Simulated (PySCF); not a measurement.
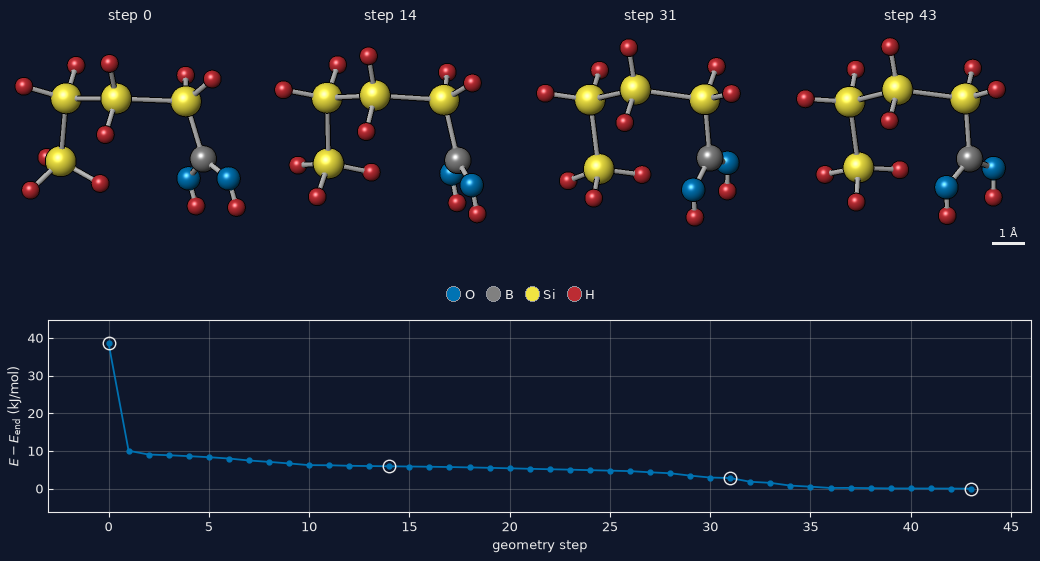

Frames of a relaxation of BSi₄H₁₁O₂, marked on the history of the run. The picture is a ball-and-stick view, seen at a tilt.

The start comes from GFN2-xTB. Its atoms were then displaced at random by about 0.01 Å.

Computed with PBE0-D3(BJ)/def2-SVP geometry optimisation, gas phase in PySCF. 

Question: Describe the path.

Answer: The largest move after the best rigid fit is that of an H atom, 2.30 Å. By element the largest moves are H 2.30 Å, O 2.05 Å, Si 0.64 Å, B 0.49 Å. Among the contacts that change: B–Si 1.959 → 2.034 Å, H–Si 1.440 → 1.500 Å, H–O 0.929 → 0.965 Å, Si–Si 2.317 → 2.347 Å. Bond angles that change, for instance: H–Si–H 100.8° → 108.4°, Si–Si–Si 115.6° → 108.5°, Si–Si–H 103.0° → 109.4°. Groups turn about B–Si by about 70°, Si–Si by about 35°, Si–Si by about 25°. After 43 geometry steps the energy has fallen by 38.6 kJ/mol. The run took 14 min on 1 thread of Arm Neoverse V1, on a shared host. From step 0 to 14: an H atom moves most (0.97 Å), energy −32.7 kJ/mol. From step 14 to 31: an H atom moves most (1.49 Å), energy −3.12 kJ/mol. From step 31 to 43: an H atom moves most (0.40 Å), energy −2.82 kJ/mol.
